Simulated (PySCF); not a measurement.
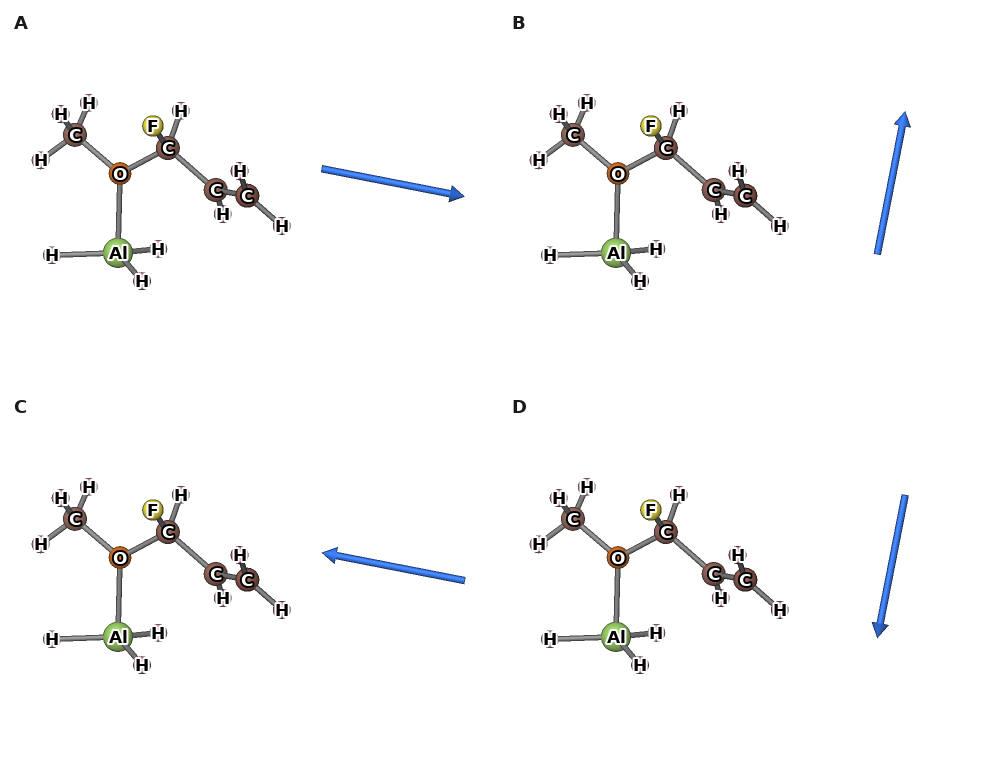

The same molecule four times, each with an arrow. The computed structure is the end point of a GFN2-xTB optimisation. No frequency run is at hand to confirm it as a minimum. Properties computed with ωB97X-D/def2-SVPD, gas phase (PySCF 2.14.0).

> Which arrow points along the dipole moment, from the negative to the positive end?

B. The dipole moment is 4.02 D.

The geometry is semi-empirical. Around Al such bond lengths and angles can be off by a tenth of an ångström or more and by several degrees, and values that hang on the shape move with them.
